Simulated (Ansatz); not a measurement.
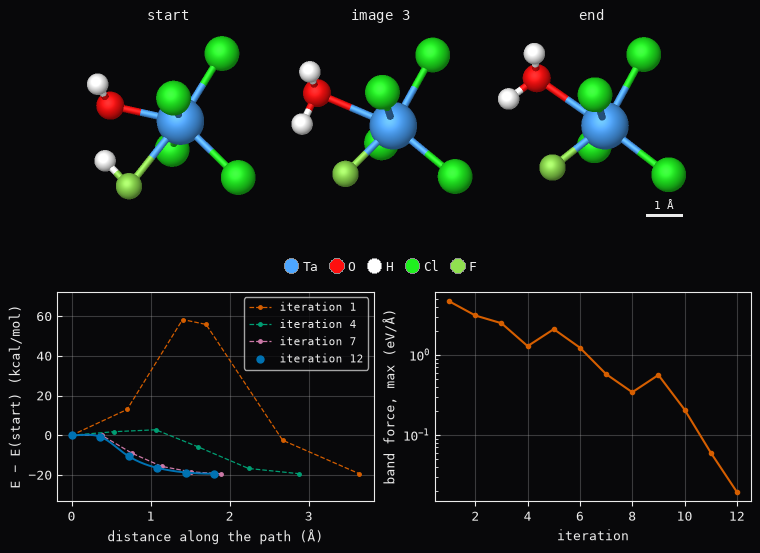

A search for the minimum-energy path of TaH$_{2}$OCl$_{4}$F by the nudged elastic band. Images are numbered from 0 (start) to 5 (end). The plot follows the band through its iterations. The picture is a ball-and-stick view, seen at a tilt.

These are results of Ansatz, RKS PBE-D4/def2-SVP, not measurements. Run with 4 movable images; no climbing image; force threshold 0.03 eV/Å; iteration limit 60; starting path through a guess of the saddle point.

Judge this run.

Answer. The run is converged, with reservations. The band converged in 12 iterations. The largest component of the band force went from 4.7 to 0.02 eV/Å. The first iteration put the highest image at 58.4 kcal/mol. No barrier shows: the energy is highest at the start, and the end lies 19.4 kcal/mol below the start.

Cost: 2.2 min on 4 threads of Arm Neoverse V1 (shared host), peak memory 0.23 GiB.
